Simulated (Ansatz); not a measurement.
# Cl$_{2}$H$_{2}$HfO$_{2}$···SiH$_{4}$: what the fields show

Input file:

```
crystal:
  periodic: [false, false, false]
  atoms:
    - { symbol: Hf, position_ang: [-0.229716, -0.289171, 0.09961] }
    - { symbol: O, position_ang: [-0.358486, -0.235607, 2.095829] }
    - { symbol: H, position_ang: [-0.568295, -0.267044, 3.032603] }
    - { symbol: Cl, position_ang: [2.023132, -0.510143, -0.629256] }
    - { symbol: Cl, position_ang: [-1.29114, 1.588878, -0.894692] }
    - { symbol: O, position_ang: [-1.153639, -1.819506, -0.552605] }
    - { symbol: H, position_ang: [-1.628276, -2.616957, -0.797413] }
    - { symbol: Si, position_ang: [1.743383, 2.715774, 1.360922] }
    - { symbol: H, position_ang: [3.085774, 2.422526, 1.936271] }
    - { symbol: H, position_ang: [1.86585, 2.997896, -0.093235] }
    - { symbol: H, position_ang: [1.145718, 3.894292, 2.051264] }
    - { symbol: H, position_ang: [0.868397, 1.552562, 1.601902] }
basis:
  gaussian: { orbitals: def2-SVP }
hamiltonian:
  xc: b3lyp
  dispersion: d4
relax:
  f_tol: 0.03
  max_steps: 50
output:
  orbitals: {}
```

Command:

```sh
ansatz run input.yaml --threads 4 --pin off --max-ram 5120MiB --backend cpu --events-out ev --progress --plain --runs-dir out
```

The fields are those of the run's last geometry, not of the input's.

Core potentials replace the inner electrons of Hf.

Method: Ansatz, RKS B3LYP-D4/def2-SVP.

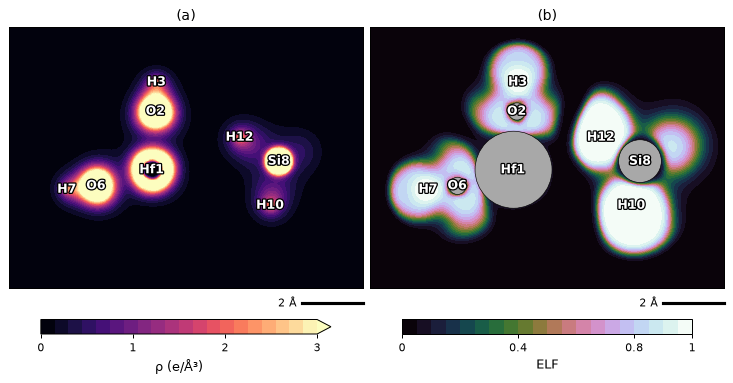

Figure 1. (a) electron density; (b) electron localisation function on the plane of atoms O2, Hf1 and O6. Grey discs cover the atomic cores in the ELF map.

Question: What does the map show?

Answer: The section cuts through Hf, O, H and Si sites. Hf1···H12 (3.06 Å): the density falls to about 0.03 e/Å³ on the way; the ELF dips to about 0 between them. Hf–O (1.91 Å): ρ at the midpoint is about 0.88 e/Å³; the ELF peaks at about 0.80 in the valence shell of O, 0.5 Å from its nucleus, and drops to about 0.20 between the two atoms. O–H (0.96 Å): the density is about 3.7 e/Å³ at the midpoint; the ELF climbs to about 1 towards the hydrogen, as it does in any bond to H: an ordinary covalent bond to hydrogen. Si–H (1.49 Å): ρ at the midpoint is about 0.76 e/Å³; the ELF climbs to about 1 towards the hydrogen.

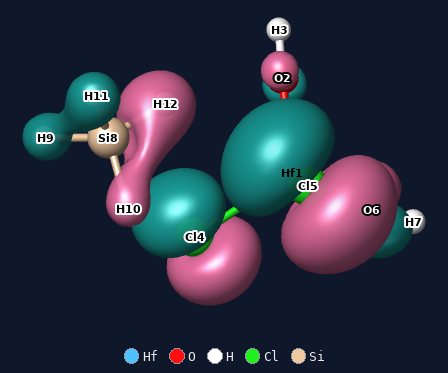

Figure 2. The HOMO−1 at ±0.08 Å⁻³ᐟ² (teal and pink are the two phases), seen at a tilt.

Question: What is the character of this orbital?

Answer: By Hirshfeld shares it lies mainly on Cl5 (about 60 %) and Cl4 (about 15 %). Its energy is −8.57 eV.

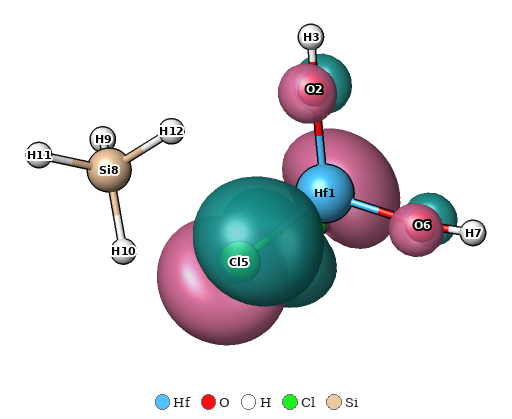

Figure 3. The HOMO at ±0.08 Å⁻³ᐟ² (teal and pink are the two phases), seen at a tilt.

Question: Where does this orbital lie, and at what energy?

Answer: By Hirshfeld shares it lies mainly on Cl5 (about 45 %) and Cl4 (about 45 %); largely a combination of lone pairs on Cl5 and Cl4. Its energy is −8.50 eV.
